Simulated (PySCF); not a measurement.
Breaking a bond: SMILES CCO (C2H6O). The C1–C5 bond (C1 also carries H, H, H; C5 carries H, H, O) is varied alone, starting from the PBE0/def2-TZVP optimised geometry.

Computed with: RHF/cc-pVDZ (PySCF); UKS-PBE0 = unrestricted PBE0/cc-pVDZ (PySCF 2.14.0); RKS-wB97X-V = PySCF 2.14.0 with restricted wB97X-V/cc-pVDZ.

Magnitude of the dipole moment (D; its direction can reverse along the curve, and a method can change to another solution) and Mulliken charge of the fragment that holds C1:

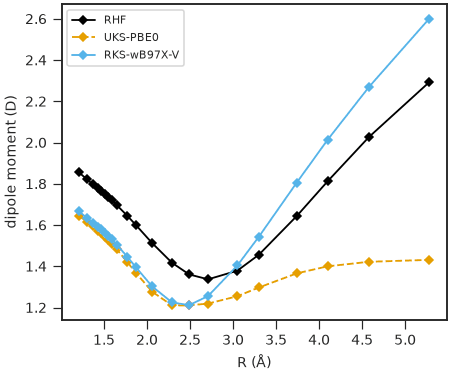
Dipole moment against bond length.

```json
[
 {"R / Å": "1.21", "μ RHF": "1.86", "q RHF": "0.02", "μ UKS-PBE0": "1.64", "q UKS-PBE0": "0.03", "μ RKS-wB97X-V": "1.67", "q RKS-wB97X-V": "0.03"},
 {"R / Å": "1.30", "μ RHF": "1.82", "q RHF": "0.02", "μ UKS-PBE0": "1.62", "q UKS-PBE0": "0.02", "μ RKS-wB97X-V": "1.64", "q RKS-wB97X-V": "0.02"},
 {"R / Å": "1.37", "μ RHF": "1.80", "q RHF": "0.02", "μ UKS-PBE0": "1.59", "q UKS-PBE0": "0.02", "μ RKS-wB97X-V": "1.61", "q RKS-wB97X-V": "0.02"},
 {"R / Å": "1.43", "μ RHF": "1.78", "q RHF": "0.02", "μ UKS-PBE0": "1.57", "q UKS-PBE0": "0.02", "μ RKS-wB97X-V": "1.59", "q RKS-wB97X-V": "0.02"},
 {"R / Å": "1.46", "μ RHF": "1.77", "q RHF": "0.01", "μ UKS-PBE0": "1.56", "q UKS-PBE0": "0.01", "μ RKS-wB97X-V": "1.58", "q RKS-wB97X-V": "0.01"},
 {"R / Å": "1.51", "μ RHF": "1.75", "q RHF": "0.01", "μ UKS-PBE0": "1.54", "q UKS-PBE0": "0.01", "μ RKS-wB97X-V": "1.56", "q RKS-wB97X-V": "0.01"},
 {"R / Å": "1.55", "μ RHF": "1.73", "q RHF": "0.01", "μ UKS-PBE0": "1.53", "q UKS-PBE0": "0.00", "μ RKS-wB97X-V": "1.55", "q RKS-wB97X-V": "0.00"},
 {"R / Å": "1.59", "μ RHF": "1.72", "q RHF": "0.00", "μ UKS-PBE0": "1.51", "q UKS-PBE0": "0.00", "μ RKS-wB97X-V": "1.53", "q RKS-wB97X-V": "0.00"},
 {"R / Å": "1.65", "μ RHF": "1.70", "q RHF": "0.00", "μ UKS-PBE0": "1.48", "q UKS-PBE0": "-0.01", "μ RKS-wB97X-V": "1.50", "q RKS-wB97X-V": "-0.01"},
 {"R / Å": "1.77", "μ RHF": "1.65", "q RHF": "-0.02", "μ UKS-PBE0": "1.42", "q UKS-PBE0": "-0.02", "μ RKS-wB97X-V": "1.45", "q RKS-wB97X-V": "-0.02"},
 {"R / Å": "1.87", "μ RHF": "1.60", "q RHF": "-0.03", "μ UKS-PBE0": "1.37", "q UKS-PBE0": "-0.03", "μ RKS-wB97X-V": "1.40", "q RKS-wB97X-V": "-0.03"},
 {"R / Å": "2.06", "μ RHF": "1.51", "q RHF": "-0.04", "μ UKS-PBE0": "1.28", "q UKS-PBE0": "-0.05", "μ RKS-wB97X-V": "1.30", "q RKS-wB97X-V": "-0.05"},
 {"R / Å": "2.29", "μ RHF": "1.42", "q RHF": "-0.06", "μ UKS-PBE0": "1.21", "q UKS-PBE0": "-0.07", "μ RKS-wB97X-V": "1.22", "q RKS-wB97X-V": "-0.07"},
 {"R / Å": "2.49", "μ RHF": "1.36", "q RHF": "-0.08", "μ UKS-PBE0": "1.21", "q UKS-PBE0": "-0.08", "μ RKS-wB97X-V": "1.21", "q RKS-wB97X-V": "-0.08"},
 {"R / Å": "2.71", "μ RHF": "1.34", "q RHF": "-0.09", "μ UKS-PBE0": "1.22", "q UKS-PBE0": "-0.06", "μ RKS-wB97X-V": "1.26", "q RKS-wB97X-V": "-0.09"},
 {"R / Å": "3.05", "μ RHF": "1.38", "q RHF": "-0.10", "μ UKS-PBE0": "1.25", "q UKS-PBE0": "-0.04", "μ RKS-wB97X-V": "1.40", "q RKS-wB97X-V": "-0.11"},
 {"R / Å": "3.30", "μ RHF": "1.46", "q RHF": "-0.10", "μ UKS-PBE0": "1.30", "q UKS-PBE0": "-0.02", "μ RKS-wB97X-V": "1.54", "q RKS-wB97X-V": "-0.11"},
 {"R / Å": "3.74", "μ RHF": "1.64", "q RHF": "-0.11", "μ UKS-PBE0": "1.37", "q UKS-PBE0": "-0.01", "μ RKS-wB97X-V": "1.81", "q RKS-wB97X-V": "-0.12"},
 {"R / Å": "4.10", "μ RHF": "1.81", "q RHF": "-0.11", "μ UKS-PBE0": "1.40", "q UKS-PBE0": "0.00", "μ RKS-wB97X-V": "2.01", "q RKS-wB97X-V": "-0.12"},
 {"R / Å": "4.58", "μ RHF": "2.03", "q RHF": "-0.11", "μ UKS-PBE0": "1.42", "q UKS-PBE0": "0.00", "μ RKS-wB97X-V": "2.27", "q RKS-wB97X-V": "-0.12"},
 {"R / Å": "5.28", "μ RHF": "2.29", "q RHF": "-0.11", "μ UKS-PBE0": "1.43", "q UKS-PBE0": "0.00", "μ RKS-wB97X-V": "2.60", "q RKS-wB97X-V": "-0.12"}
]
```

The restricted form behind RHF, RKS-wB97X-V keeps the bonding electrons paired and can't separate into open-shell fragments. The unrestricted determinant behind UKS-PBE0 is spin-contaminated at 2.71 to 5.28 Å (<S²> up to 1.0, against 0.00 for a pure singlet). At the longest distance RKS-wB97X-V leaves fractional charges on the fragments, a sign of delocalisation error or of the restricted form.
